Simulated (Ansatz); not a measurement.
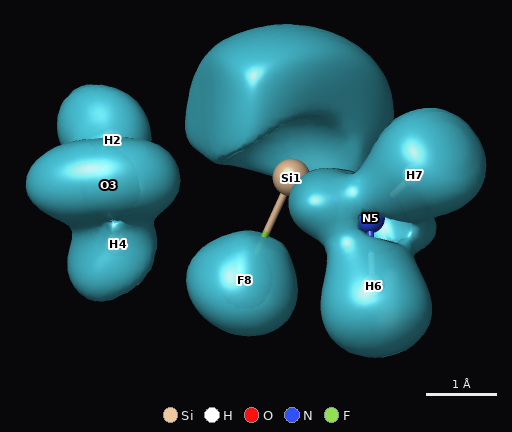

FH$_{2}$NSi···H$_{2}$O. Isosurface of the ELF at 0.75 (cyan), seen at a tilt. Only the valence region is drawn (cores and ρ < 0.01 e/Å³ removed).

Not at a stationary point (largest force 1.0 eV/Å).

Method: Ansatz, RKS PBE0-D4/def2-SVP.

```xyz
8

Si   -0.7426    0.3250    0.5806
H     1.6609   -0.3882    1.4828
O     2.0863   -0.1632    0.6252
H     1.7140   -0.8303    0.0284
N    -1.0476    1.4558   -0.6668
H    -0.9492    1.2494   -1.6589
H    -1.2714    2.4280   -0.4831
F    -0.4632   -1.0051   -0.3823
```

Identify the bonds, lone pairs and shells in this picture.

Answer. The surface consists of one lobe on Si, pointing away from the bonds (lone pairs), one region wrapped around F (its lone pairs, merged into a ring or cap), one joined region spread over several atoms (H, N), in which their bonds and any lone pairs are merged and one joined region spread over several atoms (H, O), in which their bonds and any lone pairs are merged. Along the contacts the grid gives the following. Si1···O3 (2.87 Å): the ELF dips to about 0.10 between them. Si–F (1.67 Å): the ELF peaks at about 0.85 in the valence shell of F, 0.6 Å from its nucleus, and is about 0.45 at the midpoint.
